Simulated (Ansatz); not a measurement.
# F2H4Si3 (SMILES F/[SiH]=[SiH]\[SiH2]F): what the fields show

Input file:

```
crystal:
  periodic: [false, false, false]
  atoms:
    - {symbol: F, position_ang: [-3.216194, 0.651646, 1.046269]}
    - {symbol: F, position_ang: [1.291247, 1.206607, 0.572960]}
    - {symbol: Si, position_ang: [-2.382309, 0.763797, 2.438581]}
    - {symbol: Si, position_ang: [-0.943272, 2.395588, 2.759373]}
    - {symbol: Si, position_ang: [0.324649, 2.505989, 0.797641]}
    - {symbol: H, position_ang: [-3.191949, 0.033702, 3.456612]}
    - {symbol: H, position_ang: [-0.150310, 1.916922, 3.939269]}
    - {symbol: H, position_ang: [1.210865, 3.702879, 0.819741]}
    - {symbol: H, position_ang: [-0.619564, 2.589623, -0.350669]}
basis:
  gaussian: {orbitals: def2-TZVPD}
hamiltonian: {xc: pbe0}
output: {forces: true, orbitals: {seedname: orbitals}}
```

Command:

```sh
ansatz run input.yaml --threads 2 --pin off --max-ram 4350MiB --events-out events.jsonl --progress --plain --runs-dir runs
```

Geometry: B3LYP-D3(BJ)/def2-SVP.

The calculation used isolated molecule in a Gaussian basis; Kohn-Sham density functional theory, functional PBE0 (Ansatz 0.2.0).

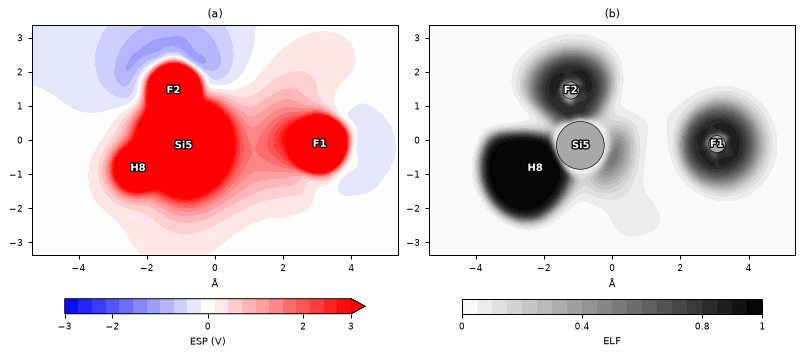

Figure 1. (a) electrostatic potential; (b) electron localisation function on the plane of atoms F2, Si5 and H8. Grey discs cover the atomic cores in the ELF map.

Read the bonding off the picture.

Answer. The plane passes through F, Si and H nuclei. Si–F (1.63 Å): the ELF peaks at about 0.85 in the valence shell of F, 0.6 Å from its nucleus, and is about 0.50 at the midpoint. Si–H (1.49 Å): the ELF climbs to about 1 towards the hydrogen, as it does in any bond to H. The ELF also peaks beside F1 and F2, away from the bonds: lone-pair regions. Outside the dense part of the molecule the potential is most negative (−1.1 V) near F2.

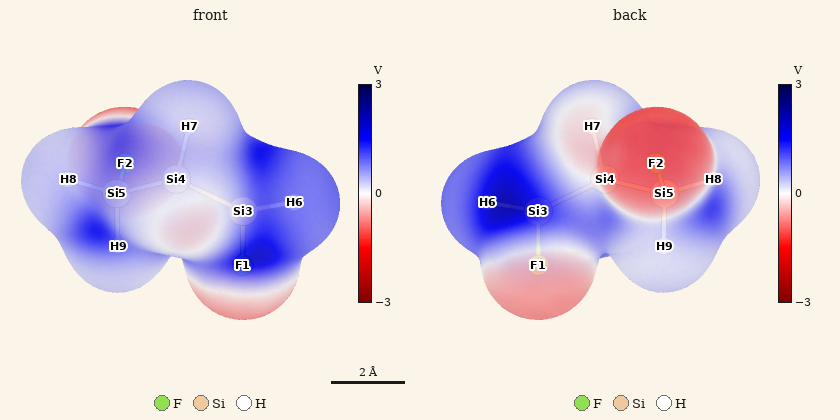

Figure 2. The molecular electrostatic potential painted on the density surface at 0.002 e/bohr³, seen from the front and from behind; the colour scale runs from red (negative) to blue (positive).

Which sites attract a positive test charge, and which a negative one?

Answer. A positive charge is drawn to the negative regions and a negative charge to the positive ones. The most negative region (about −1.0 V, or −23 kcal/mol for a unit charge) lies over F2, the most positive (about +2.0 V, or +46 kcal/mol for a unit charge) over Si3.

How polar is the molecule by this calculation?

Answer. Its dipole moment is 1.77 D.

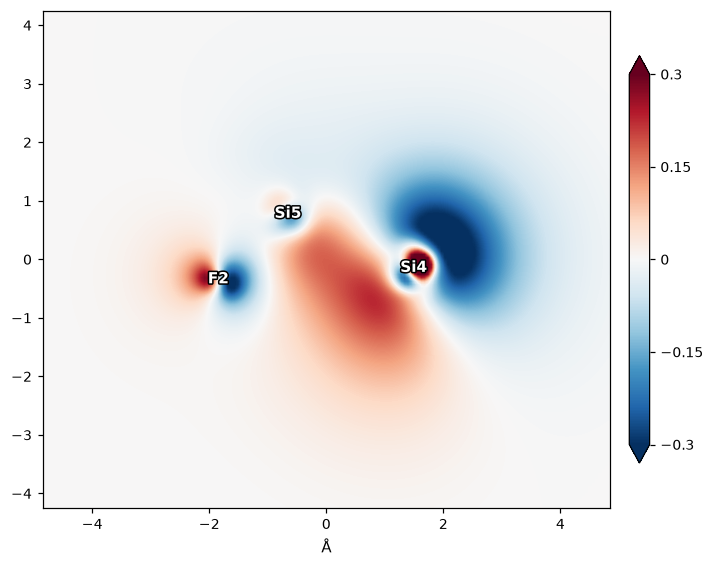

Figure 3. The HOMO on the plane of atoms F2, Si5 and Si4 (values in Å⁻³ᐟ²; the overall sign is arbitrary).

Describe this orbital and give its energy.

Answer. Its weight (Hirshfeld) is mainly on Si4 (about 50 %), Si3 (about 30 %) and Si5 (about 5 %). Its energy is −6.65 eV.
